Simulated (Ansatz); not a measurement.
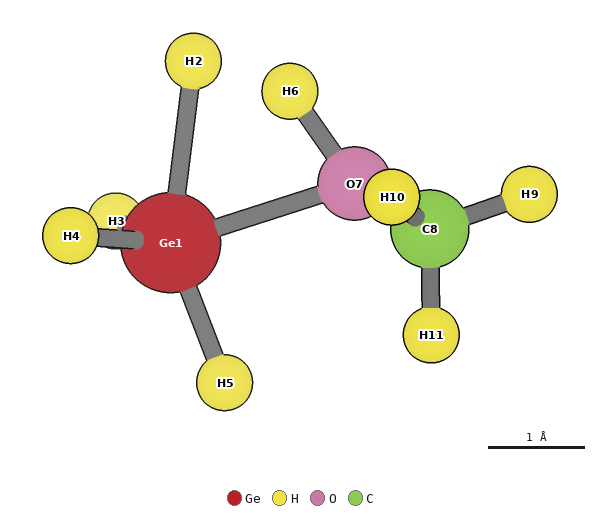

Figure 1. The structure as given in the input (ball-and-stick view, seen at a tilt; atoms are numbered from 1 in the order of the input). Sticks mark near contacts. Bond lengths as drawn: C–H 1.11 Å, C–O 1.42 Å, Ge–H 1.55 to 1.93 Å, Ge–O 2.06 Å and H–O 1.18 Å.

## Phonon calculation of CH8GeO

CH8GeO, computed with RKS PBE-D4/def2-SVP (Ansatz 0.2.0).

It belongs to a series of runs on one base structure; here: vibrations at the highest image of the band. Figures and captions count atoms from 1; the log counts them from 0 in places.

What the program printed:
```
Engine: ansatz 0.2.0, x86_64-unknown-linux-gnu
Functional definition: PBE
  parameter kappa = 0.804
  parameter beta = 0.06672455060314922
  exchange = pbe_x(kappa = kappa, mu = beta*pi^2/3)
  correlation = pbe_c(beta = beta)
1116 factors; their error is unknown
mean field evaluation 1: about -59702.5434 eV, gradient 5.1e1 eV
mean field evaluation 2: about -59677.8107 eV, gradient 1.2e2 eV
mean field evaluation 4: about -59707.8718 eV, gradient 7.3e0 eV
mean field evaluation 8: about -59707.9785 eV, gradient 3.3e-1 eV
mean field evaluation 16: about -59707.9242 eV, gradient 1.3e-4 eV
mean field -59707.92416528 eV, -2194.2257415893 hartree, gradient 5.4e-5 eV, S^2 0.000000; 0 other end points of the search recorded, 0 dependent functions left out
the calculation of the forces begins
reference -59707.92420280 eV, -2194.2257429684 hartree; 27, 27 occupied and 73, 73 virtual orbitals, 1116 factors
these checks for a lower state are left out or cut short: stability, starts, cluster_reference, orbital_swaps, neighbouring_geometries, increment
1116 factors; their error is unknown
mean field -59707.92428800 eV, -2194.2257460995 hartree, gradient 1.7e-6 eV, S^2 0.000000; 0 other end points of the search recorded, 0 dependent functions left out
[... from here on the field's lines of each further geometry are left out, up to the last ...]
the calculation of the forces begins
reference -59707.92419008 eV, -2194.2257425007 hartree; 27, 27 occupied and 73, 73 virtual orbitals, 1116 factors
these checks for a lower state are left out or cut short: stability, starts, cluster_reference, orbital_swaps, neighbouring_geometries, increment
1116 factors; their error is unknown
mean field -59707.92414247 eV, -2194.2257407513 hartree, gradient 2.6e-6 eV, S^2 0.000000; 0 other end points of the search recorded, 0 dependent functions left out
the calculation of the forces begins
reference -59707.92418000 eV, -2194.2257421303 hartree; 27, 27 occupied and 73, 73 virtual orbitals, 1116 factors
WARN: phonons: modes at or below zero, which the zero-point energy, F, S and C_V leave out: 1, the lowest at -1170.19 cm⁻¹. A minimum has none, and a first-order saddle one
Total energy: -59708.10107530 eV, -2194.2322429129 hartree
Atom 0 at    -0.531152     0.833654    -1.068711 Å, force     0.003406    -0.004988     0.002022 eV/Å
Atom 1 at     1.395479     0.849875    -1.105385 Å, force     0.001326    -0.000097     0.001211 eV/Å
Atom 2 at    -0.554414     0.767038    -2.617953 Å, force     0.000006    -0.001386     0.001630 eV/Å
Atom 3 at    -0.470371     2.270037    -0.479542 Å, force    -0.000511     0.000497    -0.000473 eV/Å
Atom 4 at    -1.892554     0.219789    -0.574021 Å, force    -0.000694     0.000345     0.000676 eV/Å
Atom 5 at     1.251034     0.002240    -0.451356 Å, force    -0.000609    -0.001916    -0.005378 eV/Å
Atom 6 at     0.388452    -0.705853    -0.063031 Å, force    -0.001208     0.009428     0.006755 eV/Å
Atom 7 at     0.156475    -0.993624     1.312754 Å, force    -0.003222    -0.004646    -0.004414 eV/Å
Atom 8 at     0.646426    -1.952676     1.580930 Å, force     0.000966     0.001317    -0.002109 eV/Å
Atom 9 at     0.545051    -0.190357     1.978952 Å, force    -0.000266     0.001051     0.000959 eV/Å
Atom 10 at    -0.934525    -1.100127     1.487259 Å, force     0.000807     0.000394    -0.000880 eV/Å
Dipole moment:    -0.068124    -0.087353     0.336697 e Å
Vibrations: -1170.19 99.70 129.89 160.81 226.38 421.55 700.31 757.19 782.66 833.11 909.62 913.10 1013.49 1104.46 1125.98 1261.20 1391.39 1411.76 1426.66 1588.33 1771.36 1980.32 2056.11 2087.24 2937.77 3027.35 3052.18 cm⁻¹, zero-point energy 2.056274 eV
```

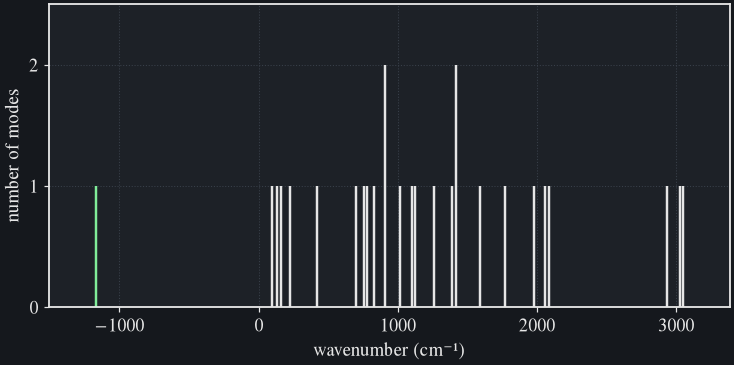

Figure 2. Harmonic vibrational wavenumbers from the force constants; neighbouring modes closer than 19 cm⁻¹ are counted in one stick, and imaginary ones are drawn at negative wavenumbers. 27 modes from 1170i to 3052 cm⁻¹, 1 imaginary beyond 8i (1170i cm⁻¹): a first-order saddle point, if the geometry is stationary.

The run was set up as follows.

Input file:
```yaml
crystal:
  periodic: [false, false, false]
  atoms:
    - { symbol: Ge, position_ang: [-0.531152, 0.833654, -1.068711] }
    - { symbol: H, position_ang: [1.395479, 0.849875, -1.105385] }
    - { symbol: H, position_ang: [-0.554414, 0.767038, -2.617953] }
    - { symbol: H, position_ang: [-0.470371, 2.270037, -0.479542] }
    - { symbol: H, position_ang: [-1.892554, 0.219789, -0.574021] }
    - { symbol: H, position_ang: [1.251034, 0.00224, -0.451356] }
    - { symbol: O, position_ang: [0.388452, -0.705853, -0.063031] }
    - { symbol: C, position_ang: [0.156475, -0.993624, 1.312754] }
    - { symbol: H, position_ang: [0.646426, -1.952676, 1.58093] }
    - { symbol: H, position_ang: [0.545051, -0.190357, 1.978952] }
    - { symbol: H, position_ang: [-0.934525, -1.100127, 1.487259] }
basis:
  gaussian: { orbitals: def2-SVP }
hamiltonian:
  xc: pbe
  dispersion: d4
phonons: {}
```

Run as:
```bash
ansatz run input.yaml --threads 2 --pin off --max-ram 3072MiB --backend cpu --events-out ev --progress --plain --runs-dir out
```

Key numbers:

| quantity | value |
| --- | --- |
| outcome | converged |
| total energy | −59708.1011 eV |
| mean-field energy | −59707.9242 eV |
| largest force (length of the vector) | 0.012 eV/Å |
| hardware | 2 threads of Intel Xeon (Sapphire Rapids), 16 GiB of memory available, shared host |
| wall time | 44 s (CPU time 83 s) |
| peak memory | 0.15 GiB |
